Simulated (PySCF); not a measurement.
## A study: C₃HO, doublet, SMILES `O=c1[c]c1`

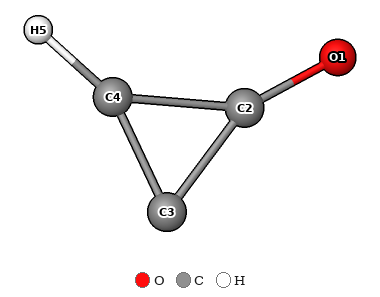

The molecule, with its atoms numbered as below. No frequency check shows the geometry to be a minimum.

Cartesian coordinates (Å):

```
O1      -1.4587   -0.0910    0.0000
C2      -0.2882    0.0682    0.0000
C3       0.9327    0.8153    0.0000
C4       1.0418   -0.5197    0.0000
H5       1.5513   -1.4550    0.0000
```

### 1. Bonding charge

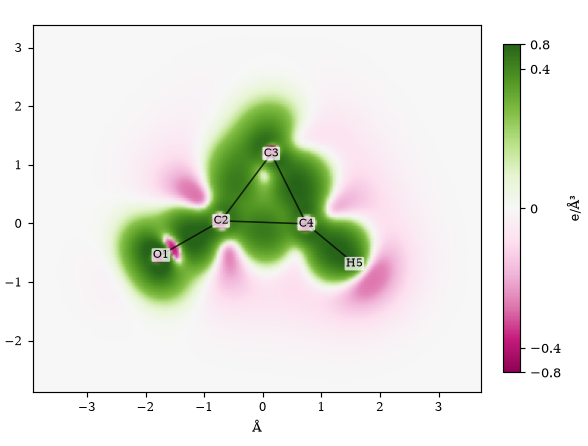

Deformation density (molecule less spherical, spin-averaged free atoms) in the molecular plane; colour scale in e/Å³, logarithmic beyond ±0.1; green: gain, pink: loss.

Level of theory: HF/cc-pVTZ (PySCF), at a geometry from GFN2-xTB. The stability of the open-shell solution wasn't checked. GFN2-xTB doesn't know the spin state, so this open-shell geometry is rough.

Q: Describe the bonding that the map shows.

A: O1–C2: +0.86 e/Å³ at the bond critical point (bond length 1.18 Å, Mayer order 2.1). C4–H5: +0.85 e/Å³ at the bond critical point (bond length 1.06 Å, Mayer order 0.9). C3–C4: +0.72 e/Å³ at the bond critical point (bond length 1.34 Å, Mayer order 1.7). C2–C4: +0.48 e/Å³ at the bond critical point (bond length 1.45 Å, Mayer order 1.0). C2–C3: +0.42 e/Å³ at the bond critical point (bond length 1.43 Å, Mayer order 1.1). In all, 1.5 electrons gather in the regions of gain relative to the promolecule.

### 2. Bond critical points

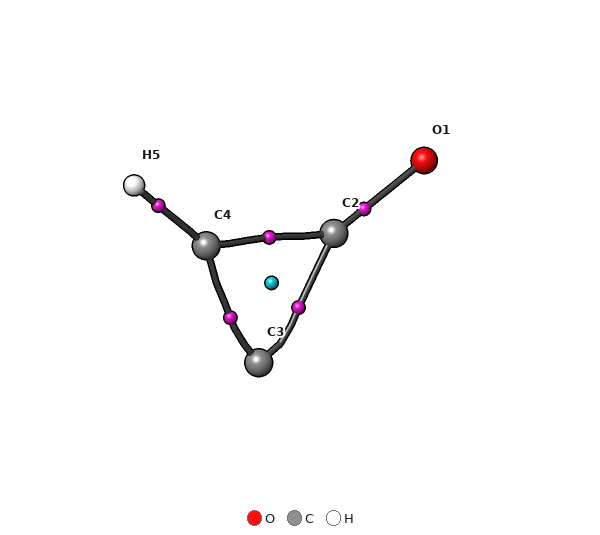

Molecular graph of the electron density (QTAIM): bond paths, bond critical points (magenta), ring points (cyan, if any); weak paths are dashed.

Q: How many critical points of each kind are there, and does the count close?

A: 5 nuclei, 5 bond, 1 ring and 0 cage critical points: 5 − 5 + 1 − 0 = 1, as the Poincaré–Hopf relation requires.

Q: Tabulate density, Laplacian, ellipticity and energy density at the bond critical points (atomic units).

A:
| bond | length (Å) | ρ (a.u.) | ∇²ρ (a.u.) | ε | H (a.u.) |
| --- | --- | --- | --- | --- | --- |
| O1–C2 | 1.181 | 0.450 | +0.06 | 0.01 | −0.823 |
| C3–C4 | 1.339 | 0.342 | −1.16 | 0.10 | −0.475 |
| C4–H5 | 1.065 | 0.308 | −1.38 | 0.00 | −0.374 |
| C2–C4 | 1.454 | 0.273 | −0.56 | 0.27 | −0.282 |
| C2–C3 | 1.431 | 0.267 | −0.61 | 0.30 | −0.295 |

Q: What kind of interaction is O1–C2?

A: Polar or intermediate (positive Laplacian, negative energy density H): ρ = 0.450, ∇²ρ = +0.06, H = −0.823 a.u.

### 3. Electrostatic potential

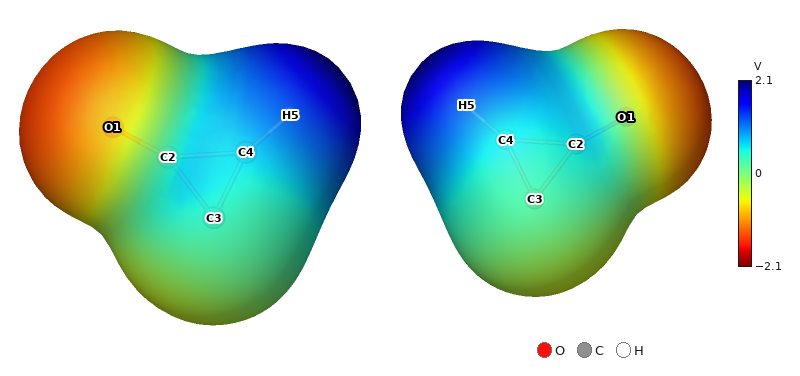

Electrostatic potential on the surface of electron density 0.001 a.u. (back view left, front view right).

Q: Where are the extremes of the potential on the surface?

A: Highest: 2.06 V, 1.2 Å from H5. Lowest: −1.43 V, 1.7 Å from O1. Further minima include −0.49 V, 2.0 Å from C3. The surface is sampled at points, so like sites can differ by a few per cent and only the strongest of them is named.

Q: What volume does the surface enclose, and what is the dipole moment?

A: About 66 Å³; the dipole moment is 3.4 D.

### 4. Spin density

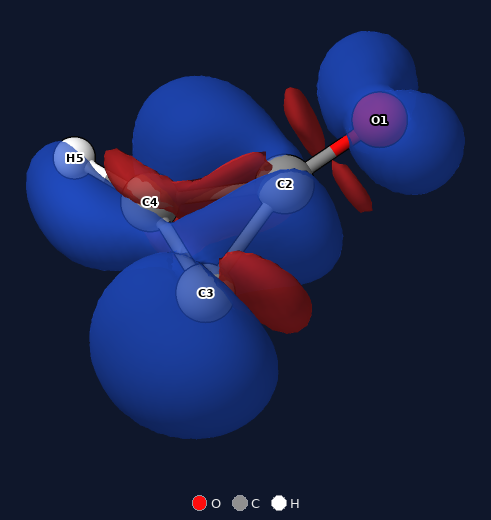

Spin density ρα − ρβ at ±0.02 e/Å³ (blue: excess α, red: excess β).

Q: Where is the unpaired spin?

A: Hirshfeld spin populations: C3 +0.53, O1 +0.17, C4 +0.15 and C2 +0.13. ⟨S²⟩ = 0.78, against 0.75 for a pure state. The picture also shows regions of β spin from spin polarisation; the Hirshfeld sums, whose atoms overlap, net them against the α spin of neighbours.

### 5. Removing or adding an electron

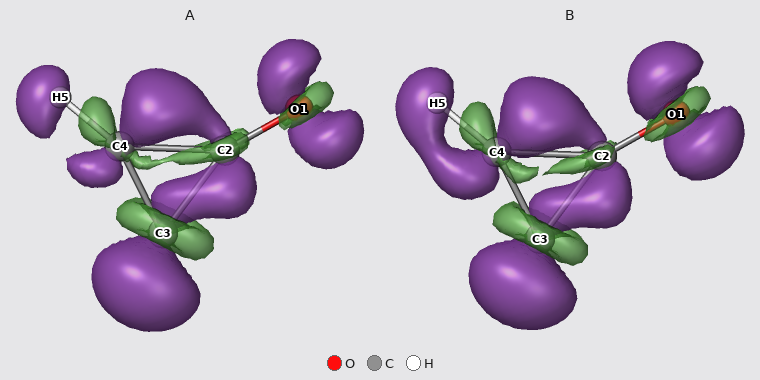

The two Fukui functions at ±0.04 e/Å³ (purple positive, green negative).

Method: PBE0/def2-SVPD; geometry: GFN2-xTB; program: PySCF. GFN2-xTB doesn't know the spin state, so this open-shell geometry is rough.

Q: Which panel is f⁻ (electron removed) and which f⁺ (electron added)?

A: A is f⁺, B is f⁻. f⁻ (Hirshfeld-condensed) is largest on C3 (0.31), O1 (0.26) and C4 (0.19); the vertical ionisation energy is 9.89 eV (to the singlet cation, which needn't be its lowest state). f⁺ (Hirshfeld-condensed) is largest on C3 (0.37) and O1 (0.22); the vertical electron affinity is 1.45 eV (to the singlet anion, which needn't be its lowest state; the anion's highest orbital has positive energy, so this value and f⁺ depend on the basis).

The PySCF runs shown took 3.4 s and 25 s on 1 thread of Intel(R) Xeon(R) Processor (shared host).
